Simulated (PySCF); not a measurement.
System: C$_{2}$H$_{8}$O$_{3}$SSi$_{2}$.

Input

```
{"job": {"kind": "nmr", "xc": "PBE0", "basis": "pcSseg-1"}, "charge": 0, "multiplicity": 1}
O     -0.617617     0.851984     2.197181
Si    -0.223246     0.204406     0.768017
O     -1.504976    -0.319165    -0.045189
Si    -3.004822    -0.029763    -0.600616
O      0.781544    -1.037529     1.002812
C      2.131704    -0.799674     0.711164
C      2.261845     0.075916    -0.526794
S      1.081008     1.457951    -0.377865
H     -1.257287     1.555156     2.265531
H     -3.334676    -1.264642    -1.299141
H     -3.851861     0.238174     0.563007
H     -2.940494     1.144571    -1.469223
H      2.598222    -0.303905     1.569791
H      2.611156    -1.768905     0.549609
H      1.999043    -0.483376    -1.424494
H      3.262859     0.487746    -0.627718
```

Launched as:

```sh
OMP_NUM_THREADS=1 python probes_run.py task.json out
```

Geometry: GFN2-xTB.

Level of theory: PBE0/pcSseg-1, SCF density, gas phase, non-relativistic in PySCF.

**What will maps of the electron density and electron localisation function show?**

C–O (1.40 Å): ρ at the midpoint is about 2.1 e/Å³, with its minimum of 1.8 e/Å³ about 0.5 Å from C; the ELF peaks at about 0.85 between the atoms, as expected for a polar covalent bond.
C–C (1.52 Å): ρ is about 1.7 e/Å³ halfway; the ELF peaks at about 0.95 between the atoms (localised, covalent bonding).
Si–O (1.63 Å): ρ is about 1.1 e/Å³ halfway; the ELF peaks at about 0.85 between the atoms (a polar covalent bond).

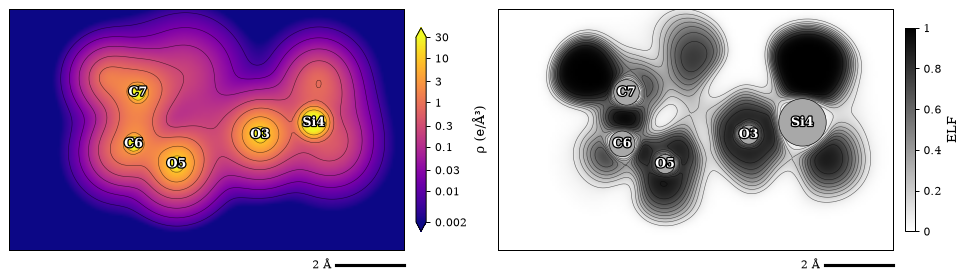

Computed electron density and electron localisation function on the plane of atoms O5, C6 and C7, in this order. Grey discs cover the atomic cores in the ELF map. 
